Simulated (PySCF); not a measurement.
# quartet NO2 at 6 levels

We compute a comparison of 6 runs (U-r2SCAN/cc-pVTZ, U-wB97X/cc-pVTZ, UBLYP/cc-pVTZ, UM06-2X/cc-pVTZ, UPBE/cc-pVTZ, USCS-MP2/cc-pVTZ) of quartet NO2. Input form: a Python script.

The results are computed with PySCF 2.14.0.

3 further runs of the same task are left out: 3 set aside as unsound or not needed.

## (1) The system as given

NO2 has 3 atoms, charge 0, and is taken as a quartet. As SMILES of the parent species, `[O]N=O`. The shape is that of a PBE0-D4/def2-TZVP optimisation. That shape belongs to the parent species and isn't relaxed for this state.

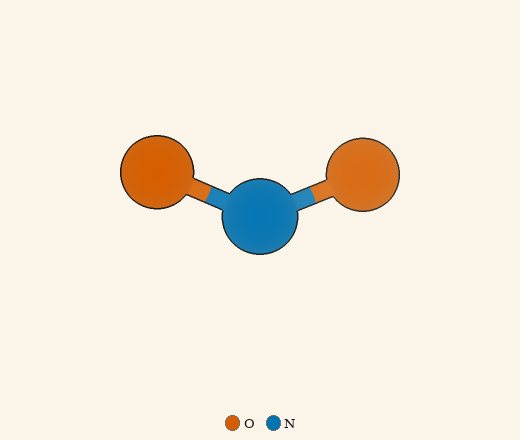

Viewed from a chosen angle; oxygen orange, nitrogen blue.

## (2) The energy at U-r2SCAN/cc-pVTZ (run 1)

Contents of run.py:

```python
from pyscf import gto, dft

mol = gto.M(
    atom='''
O      0.209760    -1.082190     0.000620
N     -0.265470    -0.009110    -0.145890
O      0.055690     1.091300     0.145270
''',
    max_memory=1860,
    spin=3,
    basis='cc-pvtz',
    charge=0,
    verbose=4,
)

mf = dft.UKS(mol)
mf.xc = 'r2scan'
mf.grids.level = 5
mf.conv_tol = 1e-10
mf.kernel()
if not mf.converged:
    mf = mf.newton().run(mf.mo_coeff, mf.mo_occ)

e_tot = mf.e_tot
print('Final energy', e_tot)
```

Command:

```console
$ OMP_NUM_THREADS=1 python run.py
```

Standard output:

```text
PySCF version 2.14.0

[... 61 lines left out ...]
[... the frontier-level lines of each cycle are left out ...]
[... 17 lines left out ...]
[... 17 lines left out ...]
[... 17 lines left out ...]
[... 17 lines left out ...]
[... 1 line left out ...]
cycle= 14 E= -204.901378803943  delta_E= -1.42e-09  |g|= 2.64e-06  |ddm|= 0.000307


cycle= 15 E= -204.901378804014  delta_E= -7.06e-11  |g|= 7.8e-07  |ddm|= 7.85e-05


Extra cycle  E= -204.901378804014  delta_E= -2.27e-13  |g|= 7.53e-07  |ddm|= 9.56e-07
converged SCF energy = -204.901378804014  <S^2> = 3.7621168  2S+1 = 4.0060538
Final energy -204.9013788040138
```

Wall time 41 s (1 thread of Arm Neoverse V2, shared host); peak memory 0.49 GiB.

## (3) A single-point energy at U-wB97X/cc-pVTZ (run 2)

Contents of input.py:

```python
from pyscf import gto, dft

mol = gto.M(
    atom='''
O      0.396389    -2.045043     0.001172
N     -0.501666    -0.017215    -0.275692
O      0.105239     2.062258     0.274521
''',
    verbose=4,
    basis='cc-pvtz',
    unit='bohr',
    max_memory=1860,
    spin=3,
)

calc0 = dft.UKS(mol)
calc0.xc = 'wb97x'
calc0.conv_tol = 1e-10
calc0.grids.level = 5
calc0.kernel()
if not calc0.converged:
    calc0 = calc0.newton().run(calc0.mo_coeff, calc0.mo_occ)

e_tot = calc0.e_tot
print(f'total energy: {e_tot:.8f} hartree')
```

Command:

```console
$ OMP_NUM_THREADS=1 python input.py
```

Standard output:

```text
PySCF version 2.14.0

[... 51 lines left out ...]
WARN: HOMO -0.0500312449935212 >= LUMO -0.413989887431041
[... 54 lines left out ...]
converged SCF energy = -204.936400548038  <S^2> = 3.762114  2S+1 = 4.0060524
total energy: -204.93640055 hartree
```

It took 20 s on 1 thread of Arm Neoverse V2, shared host; peak memory 0.44 GiB.

Runs 3 to 5 aren't shown in full; the table further down has their settings and results.

## (4) The energy at USCS-MP2/cc-pVTZ (run 6)

Contents of calc.py:

```python
from pyscf import gto, scf, mp

mol = gto.Mole()
mol.atom = '''
O      0.209760    -1.082190     0.000620
N     -0.265470    -0.009110    -0.145890
O      0.055690     1.091300     0.145270
'''
mol.max_memory = 1860
mol.basis = 'cc-pvtz'
mol.verbose = 4
mol.spin = 3
mol.build()

calc0 = scf.UHF(mol)
calc0.conv_tol = 1e-10
calc0.kernel()
if not calc0.converged:
    calc0 = calc0.newton().run(calc0.mo_coeff, calc0.mo_occ)

pt = mp.MP2(calc0, frozen=3).run()
etot = calc0.e_tot + 1.2 * pt.e_corr_os + pt.e_corr_ss / 3
print(f'total energy: {etot:.8f} hartree')
```

Command:

```console
$ OMP_NUM_THREADS=1 python calc.py
```

Standard output:

```text
PySCF version 2.14.0

[... 38 lines left out ...]
WARN: HOMO 0.0136763821422008 >= LUMO -0.421562508802527
[... 58 lines left out ...]
converged SCF energy = -204.017432912952  <S^2> = 3.7930602  2S+1 = 4.0214725
[... 1 line left out ...]
******** <class 'pyscf.mp.ump2.UMP2'> ********
nocc = (np.int64(10), np.int64(7)), nmo = (87, 87)
frozen orbitals 3
E(UMP2) = -204.577931712423  E_corr = -0.560498799471133
E(SCS-UMP2) = -204.557494717741  E_corr = -0.540061804789134
E_corr(same-spin) = -0.152927024511029
E_corr(oppo-spin) = -0.407571774960104
total energy: -204.55749472 hartree
```

Wall time 2.5 s (1 thread of Arm Neoverse V2, shared host); peak memory 0.21 GiB.

## (5) Overview of the runs

| run | level | integration grid | frozen core orbitals | energy (Eh) | dipole moment (D) of the reference | HOMO energy (eV) | ⟨S²⟩ | wall time |
| --- | --- | --- | --- | --- | --- | --- | --- | --- |
| 1 | U-r2SCAN/cc-pVTZ | 5 | – | -204.901379 | 0.08 | -3.73 | 3.762 | 41 s |
| 2 | U-wB97X/cc-pVTZ | 5 | – | -204.936401 | 0.05 | -7.66 | 3.762 | 20 s |
| 3 | UBLYP/cc-pVTZ | 5 | – | -204.973694 | 0.10 | -3.15 | 3.756 | 13 s |
| 4 | UM06-2X/cc-pVTZ | 5 | – | -204.905087 | 0.05 | -6.93 | 3.763 | 37 s |
| 5 | UPBE/cc-pVTZ | 5 | – | -204.788949 | 0.09 | -3.19 | 3.755 | 13 s |
| 6 | USCS-MP2/cc-pVTZ | – | 3 | -204.557495 | 0.09 | -10.33 | 3.793 | 2.5 s |

## (6) What came out

```
                                                         quantity          value
                                              run 6: total energy  -204.55749 Eh
                      run 6: dipole moment (Hartree–Fock density)         0.09 D
run 6: HOMO energy (Hartree–Fock orbitals) (highest over α and β)      -10.33 eV
 run 6: LUMO energy (Hartree–Fock orbitals) (lowest over α and β)        0.06 eV
               run 6: correlation energy (3 core orbitals frozen)     -540.1 mEh
                         run 6: ⟨S²⟩ of the reference determinant          3.793
```

Over runs 1, 2, 3, 4, 5 the dipole moment (its size) runs from 0.05 D (U-wB97X/cc-pVTZ) to 0.10 D (UBLYP/cc-pVTZ). Totals of different functionals can't be ranked against each other. All runs together took 2.1 min, the longest 41 s.
